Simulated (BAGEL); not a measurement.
**A workflow on C2HBF2 (SMILES C#CB(F)F)**

Wanted: a single-point energy (HF/def2-SV(P)), then a single-point energy (NEVPT2(2,2)/def2-SV(P)), then a single-point energy (CASPT2(2,2)/def2-SV(P)) of C2HBF2. 

Program for the calculation: BAGEL 1.2.2.

1 further run of the same task is left out (set aside as unsound or not needed).

## Step 1: The system as given

C2HBF2: 6 atoms, total charge 0, spin state singlet. As SMILES, `C#CB(F)F`. One bond was lengthened or shortened from a relaxed shape.

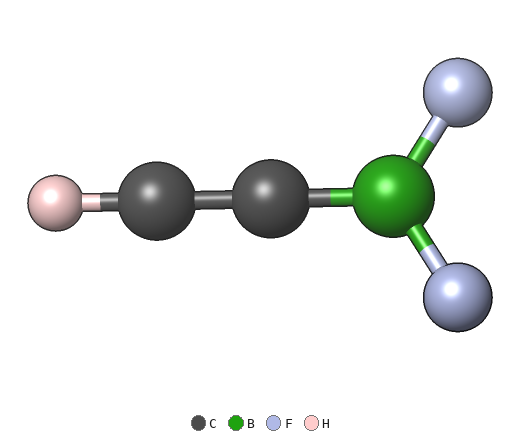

The structure, seen from a chosen angle (carbon dark grey, boron green, fluorine light blue, hydrogen pink).

## Step 2: A single-point energy at HF/def2-SV(P) (density fitting with svp-jkfit) (run 1)

hf.json

```json
{ "bagel": [

{
  "title": "molecule",
  "basis": "def2-sv_p_.json",
  "df_basis": "svp-jkfit",
  "angstrom": true,
  "geometry": [
    { "atom": "C", "xyz": [      -0.757614,       0.385492,       1.074891 ] },
    { "atom": "C", "xyz": [      -0.092514,       0.040892,       0.133191 ] },
    { "atom": "B", "xyz": [       0.622000,      -0.329200,      -0.878400 ] },
    { "atom": "F", "xyz": [       0.153600,      -1.179500,      -1.766600 ] },
    { "atom": "F", "xyz": [       1.841700,       0.131700,      -1.054100 ] },
    { "atom": "H", "xyz": [      -1.346914,       0.690692,       1.909391 ] }
  ]
},

{ "title": "hf" },

{ "title": "print", "file": "orbitals.molden", "orbitals": true }

]}
```

The basis set def2-SV(P) is read from a file made from the Basis Set Exchange's data (not shown).

The run is started by

```console
$ BAGEL_NUM_THREADS=1 BAGEL hf.json > hf.out
```

Output:

```text
* using 1 threads per process

  ===============================================================
  ===============================================================

  *** Geometry ***

  { "atom" : "C", "xyz" : [     -1.431683,      0.728474,      2.031250 ] },
  { "atom" : "C", "xyz" : [     -0.174826,      0.077275,      0.251695 ] },
  { "atom" : "B", "xyz" : [      1.175410,     -0.622098,     -1.659935 ] },
  { "atom" : "F", "xyz" : [      0.290262,     -2.228932,     -3.338390 ] },
  { "atom" : "F", "xyz" : [      3.480309,      0.248877,     -1.991960 ] },
  { "atom" : "H", "xyz" : [     -2.545299,      1.305219,      3.608226 ] },

  Number of auxiliary basis functions:      397

  Since a DF basis is specified, we compute 2- and 3-index integrals:
    o Being stored without compression. Storage requirement is 0.016 GB

  Number of basis functions:       72
  Number of electrons      :       36

    * METHOD: MOLECULE                             0.11

  *** RHF ***

  === Nuclear Repulsion ===
   139.1084415102

      * DIIS with orbital gradients will be used.

  === RHF iteration (def2-sv_p_.json) ===
      0       -299.44782283          0.02226337           0.03
      1       -299.59977686          0.01337884           0.02
      2       -299.66094124          0.00201871           0.02
      3       -299.66233982          0.00100964           0.02
      4       -299.66268618          0.00023960           0.02
      5       -299.66272324          0.00012670           0.02
      6       -299.66274209          0.00007657           0.02
      7       -299.66275413          0.00002166           0.03
      8       -299.66275483          0.00000871           0.02
      9       -299.66275488          0.00000384           0.02
     10       -299.66275489          0.00000132           0.02
     11       -299.66275489          0.00000037           0.02
     12       -299.66275489          0.00000011           0.03
     13       -299.66275489          0.00000003           0.02
     14       -299.66275489          0.00000002           0.02
     15       -299.66275489          0.00000001           0.03
     16       -299.66275489          0.00000001           0.03
    * SCF iteration converged.

    * Permanent dipole moment:
           (    0.690665,    -0.358074,    -0.978251) a.u.

    * METHOD: HF                                   0.50

    * METHOD: PRINT                                0.01

  ===============================================================
```

Wall time 0.78 s (1 thread of Arm Neoverse V2, shared host); peak memory 0.086 GiB.

## Step 3: The energy at NEVPT2(2,2)/def2-SV(P) (density fitting with svp-jkfit) (run 2)

nevpt2.json

```json
{ "bagel": [

{
  "title": "molecule",
  "basis": "def2-sv_p_.json",
  "df_basis": "svp-jkfit",
  "angstrom": true,
  "geometry": [
    { "atom": "C", "xyz": [   -0.757614,    0.385492,    1.074891 ] },
    { "atom": "C", "xyz": [   -0.092514,    0.040892,    0.133191 ] },
    { "atom": "B", "xyz": [    0.622000,   -0.329200,   -0.878400 ] },
    { "atom": "F", "xyz": [    0.153600,   -1.179500,   -1.766600 ] },
    { "atom": "F", "xyz": [    1.841700,    0.131700,   -1.054100 ] },
    { "atom": "H", "xyz": [   -1.346914,    0.690692,    1.909391 ] }
  ]
},
{
  "title": "hf"
},
{
  "title": "nevpt2",
  "nstate": 1,
  "nact": 2,
  "nclosed": 17,
  "active": [9, 35],
  "maxiter": 200,
  "natocc": true,
  "ncore": 5
},
{
  "title": "print",
  "file": "orbitals.molden",
  "orbitals": true
}

]}
```

The basis set def2-SV(P) is read from a file made from the Basis Set Exchange's data (not shown).

The run is started by

```console
$ BAGEL_NUM_THREADS=1 BAGEL nevpt2.json > nevpt2.out
```

Output:

```text
* using 1 threads per process

  ===============================================================
  ===============================================================

  *** Geometry ***

  { "atom" : "C", "xyz" : [     -1.431683,      0.728474,      2.031250 ] },
  { "atom" : "C", "xyz" : [     -0.174826,      0.077275,      0.251695 ] },
  { "atom" : "B", "xyz" : [      1.175410,     -0.622098,     -1.659935 ] },
  { "atom" : "F", "xyz" : [      0.290262,     -2.228932,     -3.338390 ] },
  { "atom" : "F", "xyz" : [      3.480309,      0.248877,     -1.991960 ] },
  { "atom" : "H", "xyz" : [     -2.545299,      1.305219,      3.608226 ] },

  Number of auxiliary basis functions:      397

  Since a DF basis is specified, we compute 2- and 3-index integrals:
    o Being stored without compression. Storage requirement is 0.016 GB

  Number of basis functions:       72
  Number of electrons      :       36

    * METHOD: MOLECULE                             0.11

  *** RHF ***

  === Nuclear Repulsion ===
   139.1084415102

      * DIIS with orbital gradients will be used.

  === RHF iteration (def2-sv_p_.json) ===
      0       -299.44782283          0.02226337           0.03
      1       -299.59977686          0.01337884           0.02
      2       -299.66094124          0.00201871           0.02
      3       -299.66233982          0.00100964           0.02
      4       -299.66268618          0.00023960           0.02
      5       -299.66272324          0.00012670           0.02
      6       -299.66274209          0.00007657           0.02
      7       -299.66275413          0.00002166           0.02
      8       -299.66275483          0.00000871           0.02
      9       -299.66275488          0.00000384           0.02
     10       -299.66275489          0.00000132           0.02
     11       -299.66275489          0.00000037           0.02
     12       -299.66275489          0.00000011           0.02
     13       -299.66275489          0.00000003           0.02
     14       -299.66275489          0.00000002           0.02
     15       -299.66275489          0.00000001           0.02
     16       -299.66275489          0.00000001           0.02
    * SCF iteration converged.

    * Permanent dipole moment:
           (    0.690665,    -0.358074,    -0.978251) a.u.

    * METHOD: HF                                   0.50

    * freezing 5 orbitals
  ---------------------------
      CASSCF calculation
  ---------------------------

    ==== Active orbitals : =====
         Orbital 9
         Orbital 35
    ============================

    * nstate   :      1
    * nclosed  :     17
    * nact     :      2
    * nvirt    :     53
  === CASSCF iteration (def2-sv_p_.json) ===

    * Using the second-order algorithm

      0  0      -299.66304781     7.13e-05      0.01

      1  0      -299.66859388     3.52e-04      0.10

      2  0      -299.66967734     8.17e-05      0.13

      3  0      -299.66969535     6.34e-06      0.16

      4  0      -299.66969546     5.74e-07      0.19

      5  0      -299.66969546     1.06e-07      0.14

      6  0      -299.66969546     2.42e-08      0.20

      7  0      -299.66969546     5.22e-09      0.11

    * Second-order optimization converged. *

     guess   0:   closed 1.                   open ..

  === FCI iteration ===

      0  0      -299.66273565     7.35e-02      0.00
      1  0      -299.66969545     7.13e-05      0.00
      2  0 *    -299.66969546     6.98e-16      0.00

     * ci vector, state   0, <S^2> = 0.0000
       2.     0.9988819709

  === DF-NEVPT2 calculation ===

    * 3-index integral transformation done
    * assembly done

      NEVPT2 correlation energy:   -0.6727760692      0.11

          (+0)     -0.6052729204
          (+0)'    -0.0160952515
          (+1)     -0.0059615001
          (+1)'    -0.0000000000
          (+2)     -0.0001038745
          (-1)     -0.0347811565
          (-1)'     0.0000000000
          (-2)     -0.0105613663

      NEVPT2 total energy:       -300.3424715299

    * METHOD: NEVPT2                               1.26

    * METHOD: PRINT                                0.01

  ===============================================================
```

Wall time 2 s (1 thread of Arm Neoverse V2, shared host); peak memory 0.14 GiB.

## Step 4: A single-point energy at CASPT2(2,2)/def2-SV(P) (density fitting with svp-jkfit) (run 3)

caspt2.json

```json
{ "bagel" : [

{
  "title" : "molecule",
  "basis" : "def2-sv_p_.json",
  "df_basis" : "svp-jkfit",
  "angstrom" : true,
  "geometry" : [
    { "atom" : "C", "xyz" : [      -0.757614,       0.385492,       1.074891 ] },
    { "atom" : "C", "xyz" : [      -0.092514,       0.040892,       0.133191 ] },
    { "atom" : "B", "xyz" : [       0.622000,      -0.329200,      -0.878400 ] },
    { "atom" : "F", "xyz" : [       0.153600,      -1.179500,      -1.766600 ] },
    { "atom" : "F", "xyz" : [       1.841700,       0.131700,      -1.054100 ] },
    { "atom" : "H", "xyz" : [      -1.346914,       0.690692,       1.909391 ] }
  ]
},

{ "title" : "hf" },

{ "title" : "casscf", "nstate" : 1, "nact" : 2, "nclosed" : 17, "active" : [9, 35], "maxiter" : 200, "natocc" : true },

{ "title" : "print", "file" : "orbitals.molden", "orbitals" : true },

{ "title" : "smith", "method" : "caspt2", "ms" : true, "xms" : true, "sssr" : true, "shift" : 0.2, "shift_imag" : true, "ncore" : 5 }

]}
```

The basis set def2-SV(P) is read from a file made from the Basis Set Exchange's data (not shown).

The run is started by

```console
$ BAGEL_NUM_THREADS=1 BAGEL caspt2.json > caspt2.out
```

Output:

```text
* using 1 threads per process

  ===============================================================
  ===============================================================

  *** Geometry ***

  { "atom" : "C", "xyz" : [     -1.431683,      0.728474,      2.031250 ] },
  { "atom" : "C", "xyz" : [     -0.174826,      0.077275,      0.251695 ] },
  { "atom" : "B", "xyz" : [      1.175410,     -0.622098,     -1.659935 ] },
  { "atom" : "F", "xyz" : [      0.290262,     -2.228932,     -3.338390 ] },
  { "atom" : "F", "xyz" : [      3.480309,      0.248877,     -1.991960 ] },
  { "atom" : "H", "xyz" : [     -2.545299,      1.305219,      3.608226 ] },

  Number of auxiliary basis functions:      397

  Since a DF basis is specified, we compute 2- and 3-index integrals:
    o Being stored without compression. Storage requirement is 0.016 GB

  Number of basis functions:       72
  Number of electrons      :       36

    * METHOD: MOLECULE                             0.11

  *** RHF ***

  === Nuclear Repulsion ===
   139.1084415102

[... 8 lines left out ...]
    * SCF iteration converged.
[... 1 line left out ...]
    * Permanent dipole moment:
[... 27 lines left out ...]
    * Second-order optimization converged. *
[... 9 lines left out ...]
     * ci vector, state   0, <S^2> = 0.0000
[... 15 lines left out ...]
    * Zeroth order energy : state  0       -1.5926113728
[... 3 lines left out ...]
      -------------------------------------------  CASPT2 iteration  ---------------------------------------------------
       #      aibj      arbs      arbi      airj      risj      airs      arst      rist         Etot      error   time
      ------------------------------------------------------------------------------------------------------------------

       0  -0.60454  -0.01287  -0.03549  -0.00723  -0.00015  -0.01401  -0.00000  -0.00000   -0.6742865  0.0022508   0.06
       1  -0.60507  -0.01294  -0.03561  -0.00746  -0.00017  -0.01459   0.00000   0.00000   -0.6758434  0.0004163   0.05
       2  -0.60510  -0.01294  -0.03563  -0.00747  -0.00017  -0.01460  -0.00000  -0.00000   -0.6759067  0.0000651   0.05
       3  -0.60510  -0.01294  -0.03563  -0.00747  -0.00017  -0.01461  -0.00000   0.00000   -0.6759080  0.0000122   0.05
       4  -0.60510  -0.01294  -0.03563  -0.00747  -0.00017  -0.01460  -0.00000  -0.00000   -0.6759080  0.0000030   0.05
       5  -0.60510  -0.01294  -0.03563  -0.00747  -0.00017  -0.01460  -0.00000  -0.00000   -0.6759080  0.0000005   0.06

      ------------------------------------------------------------------------------------------------------------------

    * CASPT2 energy : state  0     -300.3486094535
        w/o shift correction       -300.3456035007
        reference weight              0.8378310468

    * METHOD: SMITH                                0.45

  ===============================================================
```

It took 2.4 s on 1 thread of Arm Neoverse V2, shared host; peak memory 0.16 GiB.

## Step 5: Summary of results

| quantity | value |
| --- | --- |
| run 1, HF/def2-SV(P): total energy | -299.66275 Eh |
| run 1, HF/def2-SV(P): dipole moment | 3.18 D |
| run 1, HF/def2-SV(P): HOMO energy | -12.11 eV |
| run 1, HF/def2-SV(P): LUMO energy | 2.13 eV |
| run 1, HF/def2-SV(P): HOMO–LUMO gap | 14.23 eV |
| run 2, NEVPT2(2,2)/def2-SV(P): total energy | -300.34247 Eh |
| run 3, CASPT2(2,2)/def2-SV(P): total energy | -300.34861 Eh |
